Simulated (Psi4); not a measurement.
# PH2 (SMILES [PH2]) at UM06-L/cc-pVTZ

Aim: the energy change on altering one bond length of PH2 at UM06-L/cc-pVTZ, from 2 runs. 

The results are computed with Psi4 1.11.

1 further run of the same task is left out (set aside as unsound or not needed).

### Step 1. The molecule

PH2 has 3 atoms, charge 0, and is taken as a doublet. As SMILES, `[PH2]`. The coordinates come from a PBE0-D4/def2-TZVP relaxation.

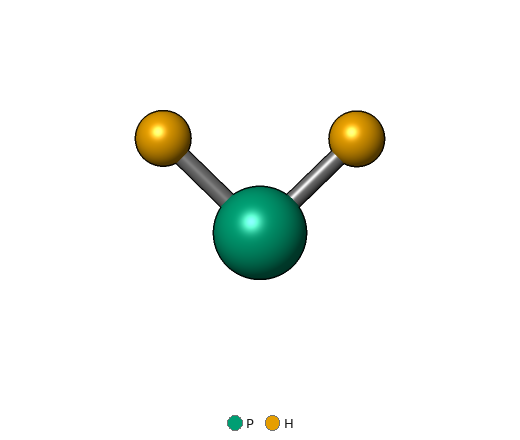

The structure, seen from a chosen angle (phosphorus teal, hydrogen amber).

### Step 2. A single-point energy at UM06-L/cc-pVTZ

job.in

```
memory 1600 mb

molecule {
  0 2
  P
  H 1 r2
  H 1 r3 2 a3

  r2 = 1.423928
  r3 = 1.423924
  a3 = 91.49995
  symmetry c1
  no_reorient
  no_com
}

set basis cc-pVTZ
set reference uks
set puream true
set e_convergence 1e-09
set d_convergence 1e-08
set scf_type pk
set dft_radial_points 99
set dft_spherical_points 590
set maxiter 100

e_tot, wfn = energy("m06-l", return_wfn=True)
oeprop(wfn, "WIBERG_LOWDIN_INDICES", "QUADRUPOLE", "LOWDIN_CHARGES", title="M06-L")
```

Run with:

```
$ psi4 -n 1 job.in job.out
```

job.out:

```text
[...]
  Running in c1 symmetry.
[...]
  Nuclear repulsion =   11.408386295415529
[...]
  Multiplicity = 2
[...]
  Nalpha       = 9
  Nbeta        = 8
[...]
    Number of basis functions: 62
[...]
   @UKS iter   1:  -342.47859349586923   -2.71427e-01   4.45266e-03 DIIS/ADIIS
[...]
   @UKS iter  11:  -342.51270895005814   -9.66338e-13   2.12742e-09 DIIS
[...]
   @S^2 Observed:                7.568098738E-01
[...]
    Orbital Energies [Eh]
    ---------------------
    Alpha Occupied:
       1A    -76.777780     2A     -6.521995     3A     -4.637149
       4A     -4.631843     5A     -4.628150     6A     -0.604741
       7A     -0.362085     8A     -0.287516     9A     -0.223961
    Alpha Virtual:
      10A      0.007450    11A      0.039759    12A      0.186842
      13A      0.217489    14A      0.226489    15A      0.232270
      16A      0.235963    17A      0.282377    18A      0.285919
      19A      0.370349    20A      0.414628    21A      0.512521
      22A      0.579737    23A      0.773273    24A      0.813948
      25A      0.844699    26A      0.895662    27A      1.032832
[...]
  @UKS Final Energy:  -342.51270895005814
   => Energetics <=
    Nuclear Repulsion Energy =             11.4083862954155286
    One-Electron Energy =                -495.6869789656127523
    Two-Electron Energy =                 165.7112360616252147
    DFT Exchange-Correlation Energy =     -23.9453523414861422
    Empirical Dispersion Energy =           0.0000000000000000
    VV10 Nonlocal Energy =                  0.0000000000000000
    Total Energy =                       -342.5127089500581405
[...]
 Multipole Moments:
 ------------------------------------------------------------------------------------
     Multipole            Electronic (a.u.)      Nuclear  (a.u.)        Total (a.u.)
 ------------------------------------------------------------------------------------
 L = 1.  Multiply by 2.5417464519 to convert [e a0] to [Debye]
 Dipole X            :          1.1157007           -1.2929046           -0.1772039
 Dipole Y            :          1.0868743           -1.2594967           -0.1726223
 Dipole Z            :          0.0000000            0.0000000            0.0000000
 Magnitude           :                                                    0.2473857
 L = 2.  Multiply by 1.3450342976 to convert [e a0^2] to [Debye ang]
 Quadrupole XX       :        -17.7340207            6.9082924          -10.8257284
 Quadrupole XY       :          0.0029788           -0.5083002           -0.5053214
[...]
```

It took 14 s on 1 thread of Intel Xeon at 2.70GHz, shared host; peak memory 1.2 GiB.

### Step 3. The distorted shape, same level

input.in

```
memory 1.6 GB

molecule m {
  0 2
  P      1.019026    -1.942362     0.355960
  H      0.114640     1.051490     0.176750
  H     -0.147074    -2.375112    -0.337220
  symmetry c1
  no_reorient
  no_com
}

set {
  basis cc-pVTZ
  reference uks
  puream true
  e_convergence 1e-09
  d_convergence 1e-08
  scf_type pk
  dft_radial_points 99
  dft_spherical_points 590
  maxiter 100
}

E = energy("m06-l")
print_variables()
```

Run with:

```
$ psi4 input.in input.out -n 1
```

input.out:

```text
[...]
  Running in c1 symmetry.
[...]
  Nuclear repulsion =    8.260673020717315
[...]
  Multiplicity = 2
[...]
  Nalpha       = 9
  Nbeta        = 8
[...]
    Number of basis functions: 62
[...]
   @UKS iter   1:  -342.24440993429232   -2.43462e-01   5.78937e-03 DIIS/ADIIS
[...]
   @UKS iter  20:  -342.38524643775560   -6.82121e-13   5.47463e-09 DIIS
[...]
   @S^2 Observed:                1.669398316E+00
[...]
    Orbital Energies [Eh]
    ---------------------
    Alpha Occupied:
       1A    -76.798040     2A     -6.537903     3A     -4.652236
       4A     -4.652139     5A     -4.645259     6A     -0.596047
       7A     -0.327603     8A     -0.236751     9A     -0.233245
    Alpha Virtual:
      10A     -0.076107    11A      0.019444    12A      0.185716
      13A      0.223919    14A      0.224786    15A      0.233501
      16A      0.236246    17A      0.275546    18A      0.277057
      19A      0.311706    20A      0.394086    21A      0.551074
      22A      0.734478    23A      0.803695    24A      0.805217
      25A      1.026758    26A      1.078529    27A      1.084846
[...]
  @UKS Final Energy:  -342.38524643775560
   => Energetics <=
    Nuclear Repulsion Energy =              8.2606730207173147
    One-Electron Energy =                -489.2052074130441497
    Two-Electron Energy =                 162.4243764744662997
    DFT Exchange-Correlation Energy =     -23.8650885198950782
    Empirical Dispersion Energy =           0.0000000000000000
    VV10 Nonlocal Energy =                  0.0000000000000000
    Total Energy =                       -342.3852464377555975
[...]
 Multipole Moments:
 ------------------------------------------------------------------------------------
     Multipole            Electronic (a.u.)      Nuclear  (a.u.)        Total (a.u.)
 ------------------------------------------------------------------------------------
 L = 1.  Multiply by 2.5417464519 to convert [e a0] to [Debye]
 Dipole X            :        -28.9673463           28.8239094           -0.1434369
 Dipole Y            :         57.4419710          -57.5592663           -0.1172954
 Dipole Z            :         -9.8789205            9.7867593           -0.0921612
 Magnitude           :                                                    0.2069445
[...]
```

Wall time 23 s (1 thread of Intel Xeon at 2.70GHz, shared host); peak memory 1.1 GiB.

### Step 4. Results

At UM06-L/cc-pVTZ:

| quantity | value |
| --- | --- |
| first shape: total energy | -342.51271 Eh |
| first shape: dipole moment | 0.63 D |
| first shape: HOMO energy (highest over α and β) | -6.09 eV |
| first shape: LUMO energy (lowest over α and β) | -3.97 eV |
| first shape: ⟨S²⟩ | 0.757 |
| distorted shape: total energy | -342.38525 Eh |
| distorted shape: dipole moment | 0.53 D |
| distorted shape: HOMO energy (highest over α and β) | -6.35 eV |
| distorted shape: LUMO energy (lowest over α and β) | -3.93 eV |
| distorted shape: ⟨S²⟩ | 1.669 |
| energy change with the P1–H2 bond stretched from 1.424 to 3.133 Å | 3.468 eV |

With the P1–H2 bond stretched from 1.424 to 3.133 Å the energy rises by 3.47 eV (335 kJ/mol). The first shape isn't relaxed at this level, so the change isn't measured from a minimum. ⟨S²⟩ (distorted shape) is 1.67 where a pure doublet has 0.75: the reference is spin-contaminated.
